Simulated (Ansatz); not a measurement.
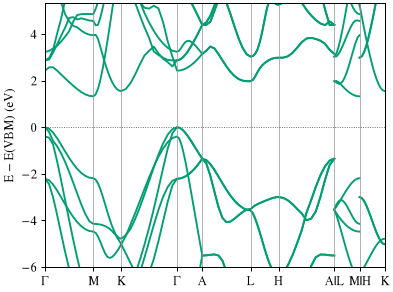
Fig. 1. Band structure from r²SCAN (plane waves, PAW; program Ansatz)

### Question
Read off the gap and where the band edges lie.

### Answer
About 1.3 eV (1.33 eV by a search for the band edges); maximum at Γ, minimum at M.

The material is BAs (wurtzite, P6_3mc).

The cell is a constructed one: a structure type filled with these elements; the Crystallography Open Database copy checked does not list it. It is not the phase usual at ambient conditions (space group No. 216). The cell was relaxed with r²SCAN under the symmetry of its start; whether a distortion lowers the energy is not shown. Scalar-relativistic: spin–orbit coupling is off unless named, which matters more the heavier the elements.

Potentials: the later of the program's two PAW sets.
